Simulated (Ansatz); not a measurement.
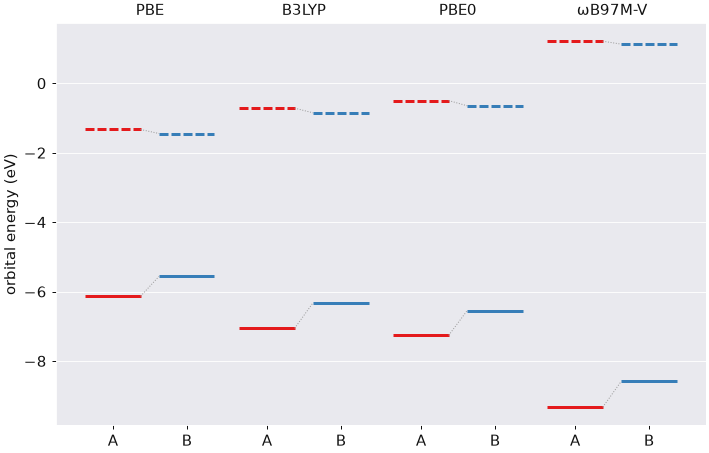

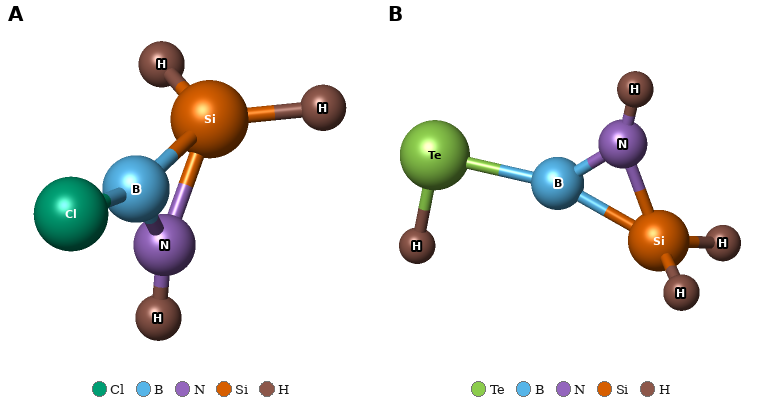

One change: A, BSiNH₃Cl (SMILES ClB1N[SiH2]1), becomes B, BSiNH₄Te (SMILES [TeH]B1N[SiH2]1). Cl on B is replaced by TeH. HOMO (solid) and LUMO (dashed) computed in def2-TZVPP at PBE0-D4/def2-TZVP geometries, both minima by their frequencies, gas phase, the Ansatz code. Empty levels above zero depend strongly on the basis.

> What does the change do to HOMO and LUMO?

PBE: the HOMO rises by 0.57 eV, the LUMO falls by 0.12 eV, and the separation goes from 4.80 to 4.11 eV. B3LYP: the HOMO rises by 0.74 eV, the LUMO falls by 0.14 eV, and the separation goes from 6.34 to 5.47 eV. PBE0: the HOMO rises by 0.71 eV, the LUMO falls by 0.15 eV, and the separation goes from 6.76 to 5.90 eV. ωB97M-V: the HOMO rises by 0.74 eV, the LUMO falls by 0.08 eV, and the separation goes from 10.54 to 9.71 eV.

> Do the functionals agree on the effect?

They agree on the direction for both levels; the HOMO shift lies between 0.57 and 0.74 eV and the LUMO shift between −0.15 and −0.08 eV, while the separations themselves differ by up to 5.7 eV between functionals.

Caveats: core potentials past krypton; spin-orbit coupling is left out, and with Te it can shift these values.
